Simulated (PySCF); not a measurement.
Molecule: SMILES CS[SiH2]C[Si](C)(C)C (C5H16SSi2). Atoms near the plane z = 0.0 Å, at the GFN2-xTB optimised geometry (x, y, z in Å): C1 (1.6, -3.2, 0.0), S2 (1.3, -1.4, 0.0), Si3 (-0.8, -1.4, 0.0), C4 (-1.4, 0.4, 0.0), H9 (2.7, -3.3, 0.0), H10 (1.2, -3.6, 0.9), H11 (1.2, -3.6, -0.9), H14 (-2.4, 0.4, 0.3), H15 (-0.8, 1.0, 0.7), H19 (-2.7, 3.3, -0.9), H21 (-1.0, 3.6, -0.7).

Level of theory: PBE0/def2-SVP run with PySCF. Cells within 0.4 Å of a nucleus heavier than hydrogen are left out (blank, or x). The values are rescaled to run from 0 to 1.

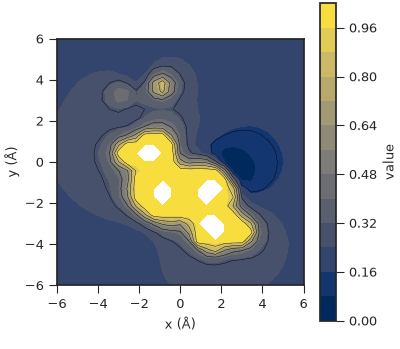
Fig. 1. a field on the plane z = 0.0 Å.

**Question.** Which quantity is mapped?
(A) electrostatic potential
(B) log10 of the electron density
(C) deformation density (molecule minus spherical neutral atoms)
(D) an orbital amplitude

**Answer.** A, electrostatic potential. In full: electrostatic potential (hartree/e), clipped to [-0.08, 0.12].
